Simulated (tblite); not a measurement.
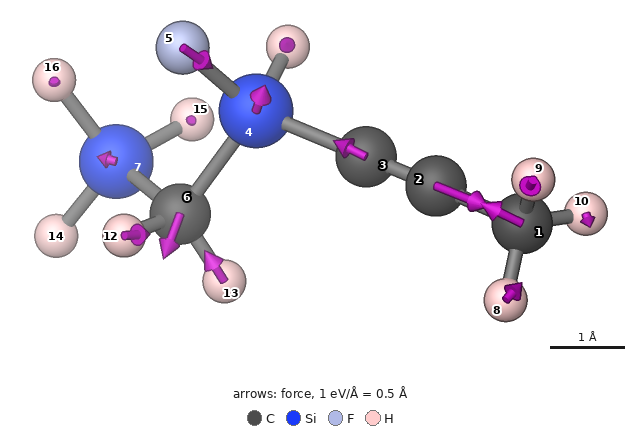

Starting geometry of C4H9FSi2 with the computed forces as purple arrows. The picture is a ball-and-stick view, seen from a free direction.

All numbers below come from tblite, GFN2-xTB geometry optimisation, gas phase. 

**Is this structure relaxed? If not, where do the atoms go?**

It isn't relaxed: the largest force vector, on a C atom, is 1.93 eV/Å. The final displacements have little in common with the starting forces (cosine between the two patterns 0.10). After 124 geometry steps the energy has fallen by 32.8 kJ/mol. The atom that moves furthest after the best rigid fit is an H atom (0.91 Å). By element the largest moves are H 0.91 Å, F 0.57 Å, Si 0.42 Å, C 0.41 Å. Some distances before and after: F–Si 1.671 → 1.618 Å, C–C 1.480 → 1.445 Å, C–H 1.126 → 1.091 Å, C–Si 1.864 → 1.894 Å. Bond angles that change, for instance: Si–C–Si 105.1° → 115.2°, H–C–H 115.9° → 109.0°, C–Si–H 109.6° → 114.9°. Groups turn about C–Si by about 30°. Cost: 0.73 s on 1 thread of Arm Neoverse V2 (shared host).
